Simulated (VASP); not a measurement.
Band structure of Bi (a7). Computed with PBE GGA with D3 dispersion (zero damping), VASP's PBE PAW potentials (set 64) (plane waves; VASP).

Unless said otherwise, spin-orbit coupling is left out, though it shifts the bands of the heavy elements here.

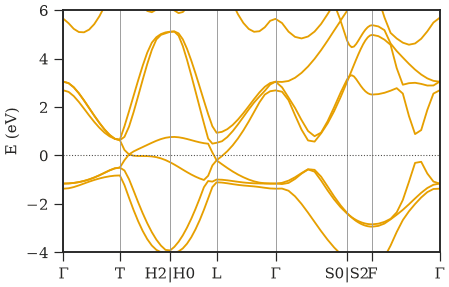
Fig. 1. Bands along high-symmetry lines, zero at the valence-band maximum or, without a gap, the Fermi level

Problem. Read the plot: is there a gap, and where are the band edges?

Solution. It has no gap at this level: it comes out as a metal or semimetal. (Edges off the drawn lines would not show.)

The compound is Bi in the a7 structure. It was relaxed first.
